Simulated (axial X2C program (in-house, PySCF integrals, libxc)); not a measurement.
# Linear POH at several levels

Aim: the two bond lengths and stretching wavenumbers of linear POH, with and without spin–orbit coupling, at PBE0, HF, B3LYP, MP2.

The runs use an in-house X2C program for linear molecules on PySCF integrals; all-electron X2C, two-component (2c) or spin-free, P dyall-v3z, O dyall-av3z, H dyall-v3z.

All values are calculated.

2 further runs of the same task are left out: 2 set aside as unsound or not needed.

## 1. Set-up

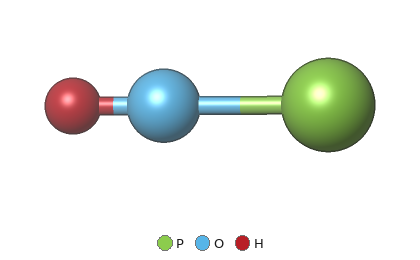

The atoms on one line, bonds 1.740 and 0.960 Å (phosphorus green, oxygen blue, hydrogen red).

task.json reads:

```json
{"zs": [15, 8, 1], "q": 0, "bas": ["dyall-v3z", "dyall-av3z", "dyall-v3z"], "r0": [1.74, 0.96], "symm": 0, "scan": ["PBE0", "HF", "B3LYP"], "levels": ["PBE0", "HF", "TPSSh"], "nst": 2}
```

Keys: zs atomic numbers; q charge; bas basis sets; r0 starting distance in Å; symm equal bonds; scan levels of the two-bond scan (MP2 follows by itself at each HF point); levels methods; nst determinants followed.

Launch:

```sh
$ python solin.py task.json out
```

Masses P 30.974, O 15.995, H 1.008 u.

## 2. Scan at PBE0, 2c

State: Ω = 1 (beyond evenly filled blocks: ω = -1/2, ω = 3/2). Energies above the lowest point, from the job's result record:

```tsv
r(P–O) (Å)	r(O–H) (Å)	E (meV)
1.5600	0.9243	43.53
1.5600	0.9480	27.94
1.5600	0.9717	44.49
1.6000	0.9243	16.37
1.6000	0.9480	0.00
1.6000	0.9717	15.80
1.6000	0.9954	58.88
1.6400	0.9243	46.27
1.6400	0.9480	29.11
1.6400	0.9717	44.14
1.6800	0.9480	103.68
1.6800	0.9954	159.51
```

A quadratic surface with cubic terms in each bond gives the minimum at 1.598 and 0.948 Å, force constants 5.76, 9.2 and coupling -0.13 mdyn/Å.

## 3. Scan at HF, 2c

State: Ω = 1 (beyond evenly filled blocks: ω = -1/2, ω = 3/2). Energies above the lowest point, from the job's result record:

```tsv
r(P–O) (Å)	r(O–H) (Å)	E (meV)
1.5600	0.9243	4.40
1.5600	0.9480	12.49
1.5600	0.9717	52.97
1.6000	0.9243	0.00
1.6000	0.9480	7.31
1.6000	0.9717	47.05
1.6000	0.9954	114.28
1.6400	0.9243	51.65
1.6400	0.9480	58.18
1.6400	0.9717	97.15
1.6800	0.9480	153.35
1.6800	0.9954	257.28
```

A quadratic surface with cubic terms in each bond gives the minimum at 1.583 and 0.931 Å, force constants 6.12, 10.3 and coupling -0.13 mdyn/Å.

## 4. Scan at B3LYP, 2c

State: Ω = 1 (beyond evenly filled blocks: ω = -1/2, ω = 3/2). Energies above the lowest point, from the job's result record:

```tsv
r(P–O) (Å)	r(O–H) (Å)	E (meV)
1.5600	0.9243	62.02
1.5600	0.9480	43.07
1.5600	0.9717	55.98
1.6000	0.9243	19.74
1.6000	0.9480	0.00
1.6000	0.9717	12.15
1.6000	0.9954	51.32
1.6400	0.9243	34.11
1.6400	0.9480	13.57
1.6400	0.9717	24.94
1.6800	0.9480	72.26
1.6800	0.9954	120.47
```

A quadratic surface with cubic terms in each bond gives the minimum at 1.609 and 0.950 Å, force constants 5.4, 8.96 and coupling -0.13 mdyn/Å.

## 5. The levels side by side

| level | r(P–O) (Å) | r(O–H) (Å) | lower stretch (cm⁻¹) | upper stretch (cm⁻¹) |
| --- | --- | --- | --- | --- |
| PBE0, 2c | 1.598 | 0.948 | 942.0 | 4067.1 |
| HF, 2c | 1.583 | 0.931 | 970.9 | 4293.5 |
| B3LYP, 2c | 1.609 | 0.950 | 912.0 | 4012.4 |
| MP2, 2c | 1.607 | 0.950 | 925.1 | 4036.5 |
| PBE0, spin-free | 1.598 | 0.948 | 942.1 | 4066.9 |
| HF, spin-free | 1.583 | 0.931 | 970.9 | 4293.4 |
| B3LYP, spin-free | 1.609 | 0.950 | 912.1 | 4012.1 |
| MP2, spin-free | 1.607 | 0.950 | 925.2 | 4036.5 |

Scans not shown above were run alike.

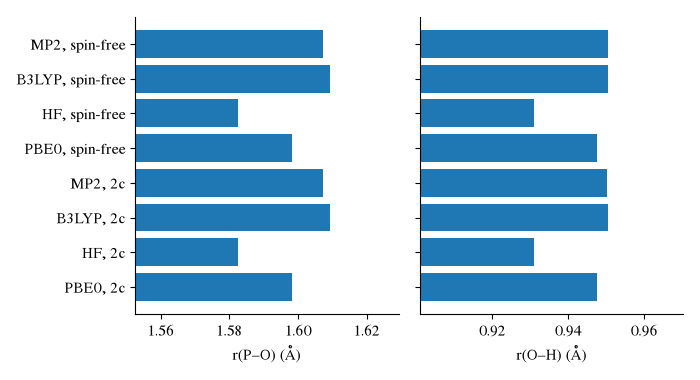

The two bond lengths by level.

**Reading.** Over the levels the P–O bond spans 1.583 to 1.609 Å and the O–H bond 0.931 to 0.950 Å. At PBE0 spin–orbit coupling leaves both bonds unchanged to 0.001 Å. Each state is one determinant, the lowest of a limited PBE0 search; the stretches come from a fit to few points and are good to some per cent at best. MP2 freezes inner shells (threshold -2 hartree). The molecule was held linear; bending was not examined, so a bent shape may lie lower. Open-shell Ω = 0 determinants with evenly filled partner blocks cannot be reached by this program, so the Ω shown need not be the lowest component. Note: several unpaired electrons, one determinant need not be a pure state.
